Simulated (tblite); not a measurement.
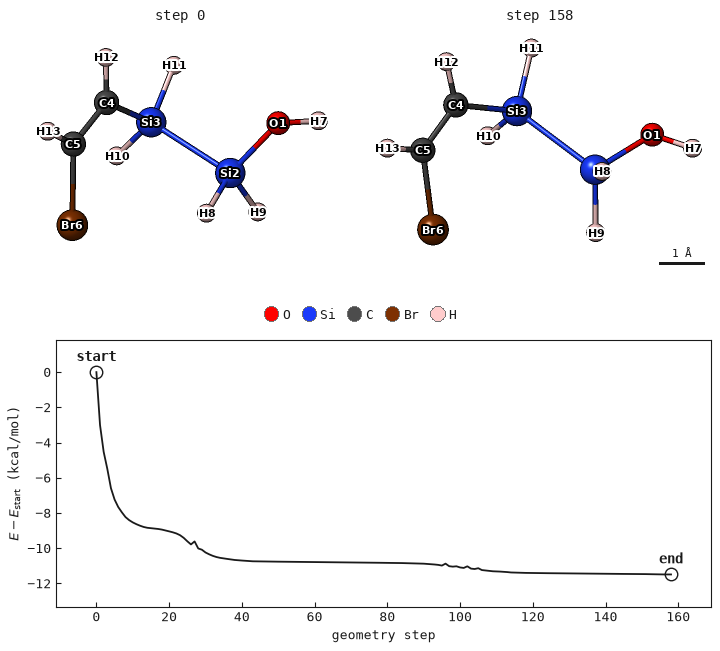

First and last geometry of a relaxation of C2H7BrOSi2, with the history of the run. The picture is a ball-and-stick view, seen at a tilt.

The calculation used GFN2-xTB geometry optimisation, gas phase in tblite. 

> Read the history and describe the run.

It converged. The largest move after the best rigid fit is that of H8, 1.36 Å. Largest moves by element: H 1.36 Å, O 1.21 Å, Si 0.36 Å, C 0.34 Å, Br 0.24 Å. Near-neighbour distances that change, for instance: Si3–Br6 3.255 → 3.401 Å, Si2–Si3 2.235 → 2.306 Å, O1–Si2 1.691 → 1.630 Å, O1–H7 0.986 → 0.953 Å. Among the angles between lasting bonds that change: Br6–C5–H13 121.1° → 111.7°, Si3–Si2–H8 106.2° → 115.4°, Si2–Si3–H11 107.7° → 116.5°. Groups turn about O1–Si2 by about 65°, Si2–Si3 by about 60°. The energy falls by 11.5 kcal/mol in 158 geometry steps. The run took 1.1 s on 1 thread of Arm Neoverse V1 (shared host).

| step | E − E(0), kcal/mol |
| --- | --- |
| 0 | 0.00 |
| 1 | -3.01 |
| 2 | -4.53 |
| 3 | -5.49 |
| 4 | -6.59 |
| 5 | -7.23 |
| 6 | -7.66 |
| 7 | -7.96 |
| 8 | -8.23 |
| 9 | -8.40 |
| 10 | -8.53 |
| 18 | -8.94 |
| 26 | -9.78 |
| 33 | -10.50 |
| 41 | -10.71 |
| 49 | -10.76 |
| 57 | -10.78 |
| 65 | -10.79 |
| 72 | -10.81 |
| 80 | -10.83 |
| 88 | -10.86 |
| 96 | -10.87 |
| 103 | -11.16 |
| 111 | -11.32 |
| 119 | -11.40 |
| 127 | -11.42 |
| 135 | -11.44 |
| 142 | -11.46 |
| 150 | -11.46 |
| 158 | -11.49 |
